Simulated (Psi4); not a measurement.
# CCSD/6-31G(d) (spherical functions) run of CH6ClNSi (SMILES C[SiH](N)Cl)

Aim: the energy change on altering one bond length of CH6ClNSi at CCSD/6-31G* (spherical functions), from 2 runs. 

The results are computed with Psi4 1.11.

1 further run of the same task is left out (set aside as unsound or not needed).

## (1) The system as given

The species is CH6ClNSi (10 atoms), meant as a singlet with charge 0. As SMILES, `C[SiH](N)Cl`. The coordinates come from a PBE0-D4/def2-TZVP relaxation. This is one conformer, not always the lowest.

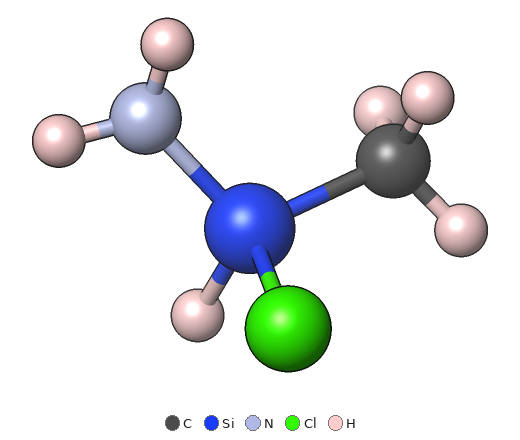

Viewed from a chosen angle; carbon dark grey, silicon blue, nitrogen light blue, chlorine green, hydrogen pink.

## (2) The energy at CCSD/6-31G(d) (spherical functions)

Contents of ch6clnsi.json:

```json
{
 "schema_name": "qcschema_input",
 "schema_version": 1,
 "molecule": {
  "schema_name": "qcschema_molecule",
  "schema_version": 2,
  "symbols": ["C", "Si", "N", "Cl", "H", "H", "H", "H", "H", "H"],
  "geometry": [-1.74667386, 1.814704, -0.81182634, -0.10506877, -1.20488938, -0.1387059, 2.26918313, -0.71658415, 1.98572421, 1.12419807, -2.63144363, -3.59199142, -3.25032893, 1.5297333, -2.19510587, -2.56908267, 2.58835787, 0.91651717, -0.42877886, 3.20176297, -1.59001556, -1.76972852, -3.19269229, 0.91198183, 3.49126902, 0.72300922, 1.73401269, 3.14204763, -2.20852292, 2.78507836],
  "molecular_charge": 0,
  "molecular_multiplicity": 1,
  "fix_symmetry": "c1"
 },
 "driver": "energy",
 "model": {
  "method": "ccsd",
  "basis": "6-31G*"
 },
 "keywords": {
  "puream": true,
  "e_convergence": 1e-09,
  "d_convergence": 1e-08,
  "scf_type": "pk",
  "num_frozen_docc": 12
 }
}
```

Command:

```console
$ psi4 --qcschema ch6clnsi.json -n 1 --memory 2200MB
```

stdout:

```text
[...]
  Running in c1 symmetry.
[...]
  Nuclear repulsion =  222.145996778772059
[...]
  Multiplicity = 1
[...]
  Nalpha       = 25
  Nbeta        = 25
[...]
    Number of basis functions: 76
[...]
   @RHF iter   1:  -844.17547167736382   -5.52097e-01   6.16103e-03 ADIIS/DIIS
[...]
   @RHF iter  11:  -844.29822123151337   -6.13909e-12   7.72915e-09 DIIS
[...]
    Orbital Energies [Eh]
    ---------------------
    Doubly Occupied:
       1A   -104.786732     2A    -68.805532     3A    -15.549720
       4A    -11.212113     5A    -10.528661     6A     -7.996702
       7A     -7.994396     8A     -7.994368     9A     -6.161017
      10A     -4.267738    11A     -4.266769    12A     -4.266153
      13A     -1.153118    14A     -1.076137    15A     -0.955418
      16A     -0.705590    17A     -0.671888    18A     -0.586124
      19A     -0.574864    20A     -0.544511    21A     -0.509689
      22A     -0.494140    23A     -0.450289    24A     -0.429757
      25A     -0.415081
[...]
  @RHF Final Energy:  -844.29822123151337
   => Energetics <=
    Nuclear Repulsion Energy =            222.1459967787720586
    One-Electron Energy =               -1608.0954158324143464
    Two-Electron Energy =                 541.6511978221288928
    Total Energy =                       -844.2982212315133665
[...]
 Multipole Moments:
 ------------------------------------------------------------------------------------
     Multipole            Electronic (a.u.)      Nuclear  (a.u.)        Total (a.u.)
 ------------------------------------------------------------------------------------
 L = 1.  Multiply by 2.5417464519 to convert [e a0] to [Debye]
 Dipole X            :          2.6184687           -2.4423036            0.1761650
 Dipole Y            :         -4.9835785            5.5045785            0.5210000
 Dipole Z            :         -5.1168946            5.8733932            0.7564986
 Magnitude           :                                                    0.9352888
[...]
      * MP2 total energy                      = -844.796546052357257
[...]
      * CCSD total energy                     = -844.844763389490367
[...]
```

The result, in JSON:

```text
{
 "driver": "energy",
 "model": {
  "method": "ccsd",
  "basis": "6-31G*"
 },
 "success": true,
 "return_result": -844.8447633894904,
 "properties": {
  "calcinfo_nbasis": 76,
  "calcinfo_nmo": 76,
  "calcinfo_nalpha": 25,
  "calcinfo_nbeta": 25,
  "calcinfo_natom": 10,
  "nuclear_repulsion_energy": 222.14599677877206,
  "return_energy": -844.8447633894904,
  "scf_one_electron_energy": -1608.0954158324143,
  "scf_two_electron_energy": 541.6511978221289,
  "scf_dipole_moment": [0.1761650491832687, 0.52099996915475, 0.7564985987597215],
  "scf_total_energy": -844.2982212315134,
  "scf_iterations": 11,
  "mp2_same_spin_correlation_energy": -0.12139772872219162,
  "mp2_opposite_spin_correlation_energy": -0.37692709212237013,
  "mp2_singles_energy": -2.6854559876398295e-27,
  "mp2_doubles_energy": -0.49832482084456176,
  "mp2_correlation_energy": -0.49832482084456176,
  "mp2_total_energy": -844.7965460523573,
  "ccsd_same_spin_correlation_energy": -0.1142031168512807,
  "ccsd_opposite_spin_correlation_energy": -0.43233904112639066,
  "ccsd_singles_energy": 0.0,
  "ccsd_doubles_energy": -0.5465421579776714,
  "ccsd_correlation_energy": -0.5465421579776711,
  "ccsd_total_energy": -844.8447633894904,
  "ccsd_iterations": 16
 }
}
```

Wall time 12 s (1 thread of Intel Xeon Platinum 8375C at 2.90GHz (Ice Lake), shared host); peak memory 0.41 GiB.

## (3) The distorted shape

Contents of calc.dat:

```
memory 2200 mb

molecule system {
  C     -1.021887     1.073549    -0.155457
  Si    -0.153187    -0.524351     0.200743
  N      1.103213    -0.265951     1.324943
  Cl     0.594900    -1.392500    -1.900800
  H     -1.817587     0.922749    -0.887457
  H     -1.457087     1.482949     0.759143
  H     -0.324487     1.807549    -0.567257
  H     -1.034087    -1.576251     0.756743
  H      1.749913     0.495849     1.191743
  H      1.565113    -1.055451     1.747943
  symmetry c1
}

set globals {
  reference rhf
  puream true
  e_convergence 1e-09
  d_convergence 1e-08
  scf_type pk
  num_frozen_docc 12
}

energy('ccsd/6-31G*')
```

Command:

```console
$ psi4 calc.dat calc.out -n 1
```

calc.out:

```text
[...]
  Running in c1 symmetry.
[...]
  Nuclear repulsion =  210.288818347576694
[...]
  Multiplicity = 1
[...]
  Nalpha       = 25
  Nbeta        = 25
[...]
    Number of basis functions: 76
[...]
   @RHF iter   1:  -844.15638673669162   -8.06577e-01   6.10990e-03 DIIS/ADIIS
[...]
   @RHF iter  12:  -844.27961490609368   -2.27374e-13   2.66262e-09 DIIS
[...]
    Orbital Energies [Eh]
    ---------------------
    Doubly Occupied:
       1A   -104.770017     2A    -68.833153     3A    -15.568841
       4A    -11.227235     5A    -10.506819     6A     -7.974765
       7A     -7.972758     8A     -7.972743     9A     -6.185723
      10A     -4.291992    11A     -4.291329    12A     -4.290717
      13A     -1.167378    14A     -1.025341    15A     -0.968651
      16A     -0.717192    17A     -0.686998    18A     -0.591400
      19A     -0.584216    20A     -0.549396    21A     -0.492219
      22A     -0.486188    23A     -0.427240    24A     -0.415952
      25A     -0.412721
[...]
  @RHF Final Energy:  -844.27961490609368
   => Energetics <=
    Nuclear Repulsion Energy =            210.2888183475766937
    One-Electron Energy =               -1584.3148989535065994
    Two-Electron Energy =                 529.7464656998363353
    Total Energy =                       -844.2796149060936841
[...]
 Multipole Moments:
 ------------------------------------------------------------------------------------
     Multipole            Electronic (a.u.)      Nuclear  (a.u.)        Total (a.u.)
 ------------------------------------------------------------------------------------
 L = 1.  Multiply by 2.5417464519 to convert [e a0] to [Debye]
 Dipole X            :          2.6545538           -2.7014906           -0.0469368
 Dipole Y            :         -4.9780894            5.8053630            0.8272737
 Dipole Z            :         -5.1878801            6.6015055            1.4136254
 Magnitude           :                                                    1.6385730
[...]
      * MP2 total energy                      = -844.777835378114105
[...]
      * CCSD total energy                     = -844.826606656451077
[...]
```

Wall time 12 s (1 thread of Intel Xeon Platinum 8375C at 2.90GHz (Ice Lake), shared host); peak memory 0.41 GiB.

## (4) Results

At CCSD/6-31G* (spherical functions), 12 core orbitals frozen:

| quantity | value |
| --- | --- |
| first shape: total energy | -844.84476 Eh |
| first shape: HOMO energy (Hartree–Fock orbitals) | -11.29 eV |
| first shape: LUMO energy (Hartree–Fock orbitals) | 4.76 eV |
| first shape: HOMO–LUMO gap (Hartree–Fock orbitals) | 16.05 eV |
| first shape: correlation energy (12 core orbitals frozen) | -546.5 mEh |
| first shape: T1 diagnostic | 0.009 |
| distorted shape: total energy | -844.82661 Eh |
| distorted shape: HOMO energy (Hartree–Fock orbitals) | -11.23 eV |
| distorted shape: LUMO energy (Hartree–Fock orbitals) | 3.76 eV |
| distorted shape: HOMO–LUMO gap (Hartree–Fock orbitals) | 14.99 eV |
| distorted shape: correlation energy (12 core orbitals frozen) | -547.0 mEh |
| distorted shape: T1 diagnostic | 0.011 |
| energy change with the Si2–Cl4 bond stretched from 2.081 to 2.394 Å | 0.494 eV |

In words: With the Si2–Cl4 bond stretched from 2.081 to 2.394 Å the energy rises by 0.49 eV (47.7 kJ/mol). The first shape isn't relaxed at this level, so the change isn't measured from a minimum.
